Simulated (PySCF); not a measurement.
```tsv
atom	x (Å)	y (Å)	z (Å)
P	2.9862	0.1409	-0.7211
Si	1.1480	-0.3332	0.4705
C	-0.2104	-1.1362	-0.5939
C	-1.5587	-0.5966	-0.1235
C	-1.6034	0.9351	-0.1805
C	-0.7000	1.5628	0.8090
O	0.5610	1.1084	0.9659
H	3.4683	-1.1539	-0.6755
H	3.7227	0.5241	0.3833
H	1.3563	-1.1016	1.7078
H	-0.0744	-0.8918	-1.6497
H	-0.2051	-2.2227	-0.5194
H	-1.7431	-0.9200	0.9028
H	-2.3598	-0.9993	-0.7488
H	-1.3232	1.2380	-1.2038
H	-2.6191	1.2922	-0.0011
H	-0.8523	2.5658	1.1682
```

Geometry: GFN2-xTB.

Theory: UKS B3LYP, pcH-1 on C H O P Si, non-relativistic, mean-field spin-orbit, GIAO (PySCF 2.14.0, density-fitted response routines).

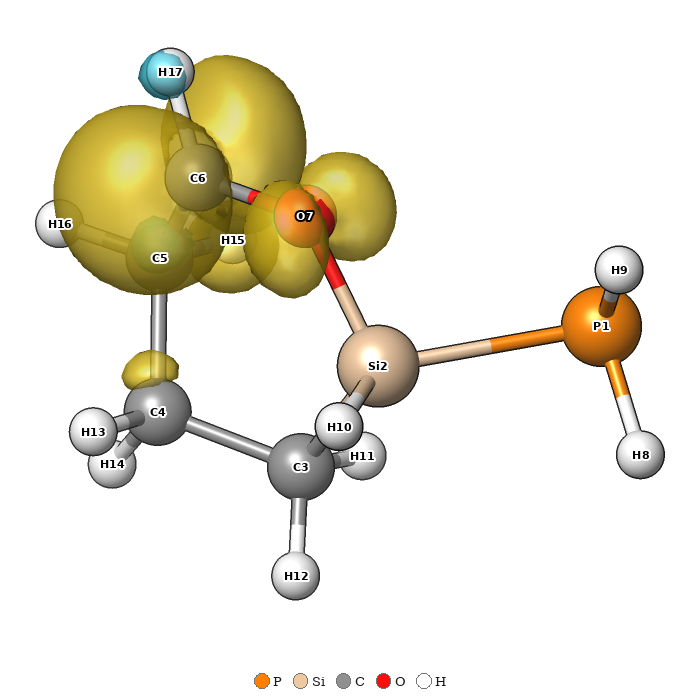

C₄H₁₀OPSi (doublet). Isosurfaces of the spin density (α minus β) at +0.03 (yellow) and −0.03 e/Å³ (cyan), seen at a tilt.

> Which atoms carry the spin?

The unpaired spin (1 electron) lies mostly on C6 (about 0.6) and O7 (about 0.2), in electrons by Hirshfeld's partition.
